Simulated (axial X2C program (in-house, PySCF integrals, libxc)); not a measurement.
Relativistic diatomic calculation for CuH⁺

CuH⁺, single determinant with Ω = 3/2 (not the lowest found). The distance is the PBE0 minimum at charge 1. Computed at this level: expectation values, HF and Kohn-Sham, two-component X2C with atomic mean-field Coulomb and Gaunt terms, Cu dyall-cv3z, H dyall-v3z (cores contracted) (axial X2C program (in-house, PySCF integrals, libxc)).

## Input file
```
{"zs": [29, 1], "q": 1, "bas": ["dyall-cv3z", "dyall-v3z"], "r0": 1.44, "levels": ["PBE0", "HF", "BP86", "TPSSh", "LDA"], "nst": 3}
```

The line is the task of a batch: nuclear charges, charge, bases, the levels to run, a first guess of the distance and further settings. This report covers the levels named above. The log is that of the reference distance.

Hardware: 1 thread of Arm Neoverse V1, 112 GiB of memory available, shared host.

The run was one of a batch that the task file lists, launched with:
```bash
python <driver script> task.json out
```

## The program's output
```
two-component X2C + atomic mean field  PBE0
basis functions 122  fitting functions 680  grid points 5069
iter        total energy     max residual
   1      -1654.140436882     6.24e-01
   2      -1654.291529292     8.75e-03
   3      -1654.290975671     1.63e-02
   4      -1654.291864014     7.48e-04
   5      -1654.291866819     4.36e-04
   6      -1654.291868335     8.75e-05
   7      -1654.291868388     4.71e-05
   8      -1654.291868420     4.33e-05
   9      -1654.291868475     3.45e-05
  10      -1654.291868533     2.04e-05
  11      -1654.291868564     4.91e-06
  12      -1654.291868566     3.20e-07
  13      -1654.291868566     4.17e-08
converged
one-electron -2310.83946448  Coulomb 714.32562284  exact exchange -16.59741133  xc functional -51.12570329  nuclear repulsion 10.45377324  atomic mean-field constant -0.50868555
```

## Expectation values by level of theory

```
                                             quantity    PBE0      HF    BP86   TPSSh     LDA
effective field for an electron dipole moment (GV/cm)  0.0366  0.0149  0.0203  0.0306  0.0270
           field gradient at the first nucleus (a.u.)    1.43  0.0514    1.83    1.53    1.79
          field gradient at the second nucleus (a.u.)   0.143   0.151   0.140   0.146   0.137
                           A∥/gI, first nucleus (MHz)     627     556     655     659     627
                          A∥/gI, second nucleus (MHz)    4.38    4.74    4.18    3.82    5.16
```

Each column comes from one determinant, in a basis with contracted cores. The levels disagree widely: the field gradient at the first nucleus runs from 0.0514 to 1.83 a.u. They may not all have settled in the same state, and these values aren't reliable properties of the molecule.

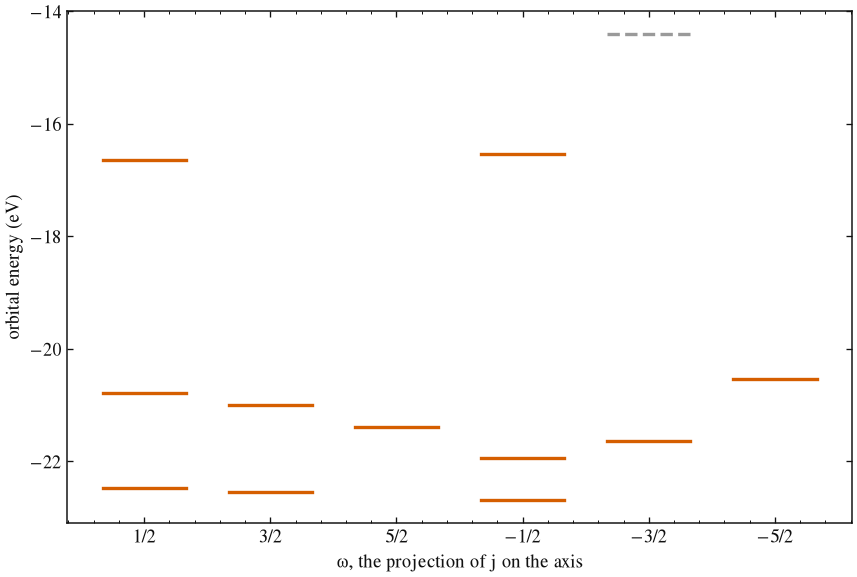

**Figure 1.** Orbital energies (PBE0) near the frontier at 1.47 Å, filled (solid) and empty (dashed). The highest filled spinor (−1/2; 47 % H s, 40 % Cu s) lies at −16.53 eV, the lowest empty one (−3/2; 99 % Cu d) at −14.41 eV.

## Summary

- outcome: converged; the levels of theory disagree widely
- wall time: 1.8 s
- peak memory: 0.24 GiB
